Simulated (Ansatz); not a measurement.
# Ta(100) with 4 thermally displaced layers, 2x2: scattering by thermal displacements, part 2 of 3

How much do lattice vibrations at 500 K scatter the electrons of Ta? Layers with random displacements are laid between perfect leads, and the resistance is followed against their length. The measured value for the pure metal at this temperature is 22.9 µΩ cm (CRC Handbook of Chemistry and Physics, 84th ed., 2003, Electrical Resistivity of Pure Metals).

Ansatz 0.2.0; Ansatz plane-wave DFT, PBE, PAW files; ballistic transport by layer matching (Landauer), zero bias; PAW set soft_1.

So far, open channels per spin nearest the Fermi level: step 2 (with 4 displaced layers) 10.5.

## 3. With 8 displaced layers

System of this step: Ta(100) with 8 thermally displaced layers, 2x2. The cell holds 72 atoms: 72 Ta. Its edges and angles: a = 6.605 Å, b = 6.605 Å, c = 29.723 Å, α = 90.0°, β = 90.0°, γ = 90.0°. It derives from Ta. Regions: lead, 40 atoms (40 Ta); scattering region, 32 atoms (32 Ta). The structure is stacked along c, and the current runs across the ab planes.

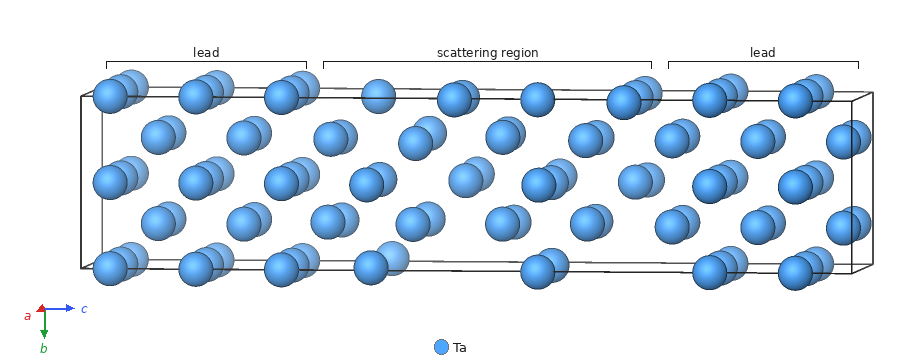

The cell of this step (tantalum blue). Some periodic images of atoms are drawn too.

input.yaml reads:

```yaml
crystal:
  lattice:
    - [6.60512, 0.0, 0.0]
    - [0.0, 6.60512, 0.0]
    - [0.0, 0.0, 29.72304]
  atoms:
    - { symbol: Ta, position: [0.0, 0.0, 0.0277777778] }
    - { symbol: Ta, position: [0.0, 0.5, 0.0277777778] }
    - { symbol: Ta, position: [0.5, 0.0, 0.0277777778] }
    - { symbol: Ta, position: [0.5, 0.5, 0.0277777778] }
    - { symbol: Ta, position: [0.25, 0.25, 0.0833333333] }
    - { symbol: Ta, position: [0.25, 0.75, 0.0833333333] }
    - { symbol: Ta, position: [0.75, 0.25, 0.0833333333] }
    - { symbol: Ta, position: [0.75, 0.75, 0.0833333333] }
    - { symbol: Ta, position: [0.0, 0.0, 0.1388888889] }
    - { symbol: Ta, position: [0.0, 0.5, 0.1388888889] }
    - { symbol: Ta, position: [0.5, 0.0, 0.1388888889] }
    - { symbol: Ta, position: [0.5, 0.5, 0.1388888889] }
    - { symbol: Ta, position: [0.25, 0.25, 0.1944444444] }
    - { symbol: Ta, position: [0.25, 0.75, 0.1944444444] }
    - { symbol: Ta, position: [0.75, 0.25, 0.1944444444] }
    - { symbol: Ta, position: [0.75, 0.75, 0.1944444444] }
    - { symbol: Ta, position: [0.0, 0.0, 0.25] }
    - { symbol: Ta, position: [0.0, 0.5, 0.25] }
    - { symbol: Ta, position: [0.5, 0.0, 0.25] }
    - { symbol: Ta, position: [0.5, 0.5, 0.25] }
    - { symbol: Ta, position: [0.2728631056, 0.2666889289, 0.3065633841] }
    - { symbol: Ta, position: [0.2346661957, 0.7499434762, 0.307406844] }
    - { symbol: Ta, position: [0.7336504362, 0.2550141777, 0.3067677902] }
    - { symbol: Ta, position: [0.7588329209, 0.734973307, 0.303689525] }
    - { symbol: Ta, position: [0.9944615497, 0.9851549806, 0.3660162056] }
    - { symbol: Ta, position: [0.993706794, 0.5041746902, 0.3603819251] }
    - { symbol: Ta, position: [0.5200945865, 0.0167556441, 0.3628971936] }
    - { symbol: Ta, position: [0.4720370204, 0.5006602581, 0.3630391365] }
    - { symbol: Ta, position: [0.2627404725, 0.2421586364, 0.4218048194] }
    - { symbol: Ta, position: [0.2332434678, 0.7416050775, 0.4193035491] }
    - { symbol: Ta, position: [0.7506225128, 0.275410761, 0.4171982991] }
    - { symbol: Ta, position: [0.7419646408, 0.7452086439, 0.4135895863] }
    - { symbol: Ta, position: [0.983785984, 0.0080000475, 0.4738611356] }
    - { symbol: Ta, position: [0.0164282095, 0.4904239021, 0.4769855801] }
    - { symbol: Ta, position: [0.4963529927, 0.0199795549, 0.471001747] }
    - { symbol: Ta, position: [0.4906665704, 0.5031698262, 0.4751309656] }
    - { symbol: Ta, position: [0.2520432436, 0.2425695225, 0.5239954788] }
    - { symbol: Ta, position: [0.2322144291, 0.7563791456, 0.5305688124] }
    - { symbol: Ta, position: [0.7479150689, 0.2363660958, 0.5302397953] }
    - { symbol: Ta, position: [0.7337515456, 0.7409510237, 0.5295290756] }
    - { symbol: Ta, position: [0.97144526, 0.0049031072, 0.5816930804] }
    - { symbol: Ta, position: [0.0013867811, 0.4990393325, 0.5839033049] }
    - { symbol: Ta, position: [0.5088091802, 0.9903761367, 0.5873405656] }
    - { symbol: Ta, position: [0.5092142749, 0.5107071357, 0.5866183014] }
    - { symbol: Ta, position: [0.2599946515, 0.2607115267, 0.6391020662] }
    - { symbol: Ta, position: [0.2318939554, 0.7482862508, 0.6367188235] }
    - { symbol: Ta, position: [0.7319451234, 0.2532798174, 0.6372855542] }
    - { symbol: Ta, position: [0.7369315764, 0.7367641084, 0.6396458369] }
    - { symbol: Ta, position: [0.0045516185, 0.0167822489, 0.6944052045] }
    - { symbol: Ta, position: [0.0132211542, 0.5177950202, 0.6976879625] }
    - { symbol: Ta, position: [0.469983822, 0.0155922413, 0.6954021879] }
    - { symbol: Ta, position: [0.5053777429, 0.5047109499, 0.6955238366] }
    - { symbol: Ta, position: [0.25, 0.25, 0.75] }
    - { symbol: Ta, position: [0.25, 0.75, 0.75] }
    - { symbol: Ta, position: [0.75, 0.25, 0.75] }
    - { symbol: Ta, position: [0.75, 0.75, 0.75] }
    - { symbol: Ta, position: [0.0, 0.0, 0.8055555556] }
    - { symbol: Ta, position: [0.0, 0.5, 0.8055555556] }
    - { symbol: Ta, position: [0.5, 0.0, 0.8055555556] }
    - { symbol: Ta, position: [0.5, 0.5, 0.8055555556] }
    - { symbol: Ta, position: [0.25, 0.25, 0.8611111111] }
    - { symbol: Ta, position: [0.25, 0.75, 0.8611111111] }
    - { symbol: Ta, position: [0.75, 0.25, 0.8611111111] }
    - { symbol: Ta, position: [0.75, 0.75, 0.8611111111] }
    - { symbol: Ta, position: [0.0, 0.0, 0.9166666667] }
    - { symbol: Ta, position: [0.0, 0.5, 0.9166666667] }
    - { symbol: Ta, position: [0.5, 0.0, 0.9166666667] }
    - { symbol: Ta, position: [0.5, 0.5, 0.9166666667] }
    - { symbol: Ta, position: [0.25, 0.25, 0.9722222222] }
    - { symbol: Ta, position: [0.25, 0.75, 0.9722222222] }
    - { symbol: Ta, position: [0.75, 0.25, 0.9722222222] }
    - { symbol: Ta, position: [0.75, 0.75, 0.9722222222] }
kpoints:
  mp_grid: { grid: [4, 4, 1] }
hamiltonian:
  xc: pbe
  pseudopotentials: { kind: paw, azcp: { folder: soft_1 } }
scf:
  occupations: { method: fermi_dirac, width: 0.1 }
output:
  transmission: { leads: [[0, 4]], kmesh: [8, 8], e_range: [-0.05, 0.05], de: 0.05 }
  write_potential: true
  write_density: true
  volumetric_format: npy
```

Started as:

```
$ ansatz run input.yaml --threads 4 --pin off --max-ram 15360MiB --backend cpu --events-out ev --progress --plain --runs-dir out
```

Numbers of over 12 decimals in the logs are rounded to 6 here.

The log of the run:

```text
[...]
Crystal: 72 atoms, lattice volume = 1296.745 Å³
Basis set: ecut = 420 eV, 25307 PW (Γ)
Bands: 562, of which v1, the nominal top of the filled ones, is band 468 counted from 1 (467 counted from 0)
Symmetry: 1 space group operations
[...]
k-points: 10 of 16 (time reversal used)
[...]
SCF iter   1: F=—  HF=-715199.818172 eV  |F-HF|=—  |Δ(HF+E_count)|=         —  Δρ=4.25e-2  dr2=4.14e1  ethr=3.10e-3  ⟨swp⟩=5.9  Hψ=22403  notcnv=0  defer=29
[...]
SCF iter   8: F=-715190.833543 eV  HF=-715190.833543 eV  |F-HF|=5.82e-10  |Δ(HF+E_count)|=   2.44e-9  Δρ=3.65e-7  dr2=1.54e-9  ethr=4.80e-12  ⟨swp⟩=1.0  Hψ=12749  notcnv=0
SCF 1 converged in 8 iterations: F = -715190.833543 eV  dr2 = 1.54e-9
[...]
transmission: 189 of 1836 steps passed
transmission: 369 of 1836 steps passed
[...]
transmission: 1836 of 1836 steps passed
SCF converged after 8 iterations
Free energy (F): -715190.833543 eV
[...]
Internal energy: -715187.801104 eV  (E = F + TS)
E sigma→0 (E₀):  -715189.317323 eV
Entropy (-TS):   -3.032440 eV (-42.117 meV/atom)
Fermi energy:    18.549693 eV
[...]
--- Band table (eV; the first three rows and the last of 10) ---
  k-point 0: bands = [... 464 lower, 19.1788, 19.1833, 19.1936, 19.2059, 19.2169, 19.2312, 19.2395, 19.2487, ... 90 higher]
  k-point 1: bands = [... 464 lower, 18.8305, 18.8385, 18.8437, 18.8609, 18.8940, 18.9101, 18.9350, 18.9561, ... 90 higher]
  k-point 2: bands = [... 464 lower, 18.3845, 18.3932, 18.4604, 18.4807, 18.5265, 18.5492, 18.5759, 18.6070, ... 90 higher]
  k-point 9: bands = [... 464 lower, 17.8961, 17.9089, 17.9198, 17.9346, 17.9425, 17.9615, 17.9720, 17.9904, ... 90 higher]
--- Transmission ---
  basis      : 377 plane waves across, 54 finite elements along
  points     : 34, standing for a mesh of 8 x 8
[...]
channels       : 1.048438e1 a spin
[...]
junction   : crystal 0 to crystal 0, 0.70 to 28.77 Å
    transmission   : 6.049431e0 a spin
[...]
```

Wall time 28 min (4 threads of Arm Neoverse V2, shared host); peak memory 8.2 GiB.

This step gave:

```
free energy                                    : -715190.8335 eV
energy at zero smearing                        : -715189.3173 eV
Fermi energy                                   : 18.55 eV
transmission per spin nearest the Fermi level  : 6.049
open channels per spin nearest the Fermi level : 10.48
step of the lead's potential                   : 1.9 meV
```

Per spin. The transmission, zone mean by energy, zero at the Fermi level:

```
energy (eV)  transmission, zone mean
    -0.0500                     6.07
     0.0000                     6.05
     0.0500                     5.82
```

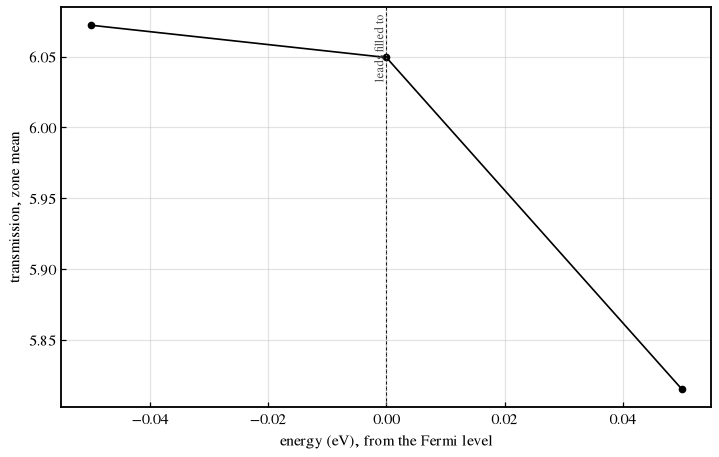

Transmission, zone mean, plotted against energy.

Over the solved energies the transmission per spin lies between 5.82 and 6.07, out of 10.2 channels of the lead on average (up to 10.5).

(Continued in part 3 of 3.)

[Logs are printed without paths, hosts, clocks, repeated set-up lines and the standing remarks that a program may print on its own settings, such as how far it seeks lower states.]

[Hosts, paths, dates, database ids (printed as entryN), source tags and the programs' standing remarks are cut or masked in the printed files.]
